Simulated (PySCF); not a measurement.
# UPBE/cc-pVTZ run of CH2BCl (SMILES B[C]Cl)

Aim: the vertical ionisation energy of CH2BCl at UPBE/cc-pVTZ, from 2 runs. 

Program for the calculation: PySCF 2.14.0.

## Step 1: The molecule

CH2BCl has 5 atoms, charge 0, and is taken as a triplet. SMILES: `B[C]Cl`. The coordinates come from a GFN2-xTB relaxation.

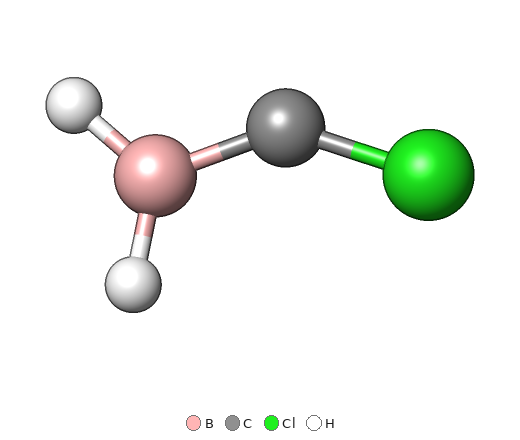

Viewed from a chosen angle; boron pink, carbon grey, chlorine green, hydrogen white.

## Step 2: A single-point energy at UPBE/cc-pVTZ

run.py

```python
from pyscf import gto, dft

mol = gto.M(
    atom='''
B      0.414180     0.139370    -0.472520
C     -0.487440     0.280880     0.684730
Cl    -1.470630    -0.583120     1.652980
H      0.575730    -0.915570    -0.969770
H      0.968160     1.078440    -0.895430
''',
    verbose=4,
    spin=2,
    max_memory=1860,
    basis='cc-pvtz',
)

mf = dft.UKS(mol, xc='pbe')
mf.conv_tol = 1e-10
mf.grids.level = 2
mf.kernel()
if not mf.converged:
    mf = mf.newton().run(mf.mo_coeff, mf.mo_occ)

e_tot = mf.e_tot
print('E = %.10f Eh' % e_tot)
```

Run with:

```
$ OMP_NUM_THREADS=1 python run.py
```

The program printed:

```text
PySCF version 2.14.0

[... 57 lines left out ...]
WARN: HOMO -0.193234882131438 >= LUMO -0.238101412844946
[... 50 lines left out ...]
converged SCF energy = -523.978980545808  <S^2> = 2.0051349  2S+1 = 3.0034213
E = -523.9789805458 Eh
```

It took 11 s on 1 thread of Arm Neoverse V1, shared host; peak memory 0.54 GiB.

## Step 3: The doublet cation at the same level

input.py

```python
from pyscf import gto, dft

mol = gto.Mole()
mol.atom = '''
B      0.414180     0.139370    -0.472520
C     -0.487440     0.280880     0.684730
Cl    -1.470630    -0.583120     1.652980
H      0.575730    -0.915570    -0.969770
H      0.968160     1.078440    -0.895430
'''
mol.verbose = 4
mol.spin = 1
mol.max_memory = 1860
mol.basis = 'cc-pvtz'
mol.charge = 1
mol.build()

calc0 = dft.UKS(mol)
calc0.xc = 'pbe'
calc0.grids.level = 2
calc0.conv_tol = 1e-10
calc0.kernel()
if not calc0.converged:
    calc0 = calc0.newton().run(calc0.mo_coeff, calc0.mo_occ)

energy = calc0.e_tot
print('Final energy', energy)
```

Run with:

```
$ OMP_NUM_THREADS=1 python input.py
```

The program printed:

```text
PySCF version 2.14.0

[... 57 lines left out ...]
WARN: HOMO -0.238101412844943 >= LUMO -0.238101412844946
[... 58 lines left out ...]
converged SCF energy = -523.652677789425  <S^2> = 0.75567039  2S+1 = 2.0056624
Final energy -523.6526777894245
```

It took 12 s on 1 thread of Arm Neoverse V1, shared host; peak memory 0.54 GiB.

## Step 4: What came out

Level: UPBE/cc-pVTZ.

```
                                          quantity          value
                      triplet CH2BCl: total energy  -523.97898 Eh
                     triplet CH2BCl: dipole moment         1.09 D
triplet CH2BCl: HOMO energy (highest over α and β)       -5.35 eV
 triplet CH2BCl: LUMO energy (lowest over α and β)       -4.71 eV
                              triplet CH2BCl: ⟨S²⟩          2.005
                      doublet cation: total energy  -523.65268 Eh
doublet cation: HOMO energy (highest over α and β)      -13.40 eV
 doublet cation: LUMO energy (lowest over α and β)      -12.34 eV
                              doublet cation: ⟨S²⟩          0.756
vertical ionisation energy (to the doublet cation)       8.879 eV
```

**Reading.** The vertical ionisation energy comes to 8.88 eV (205 kcal/mol). Mulliken charges (doublet cation) run from +0.06 on B1 to +0.46 on Cl3.
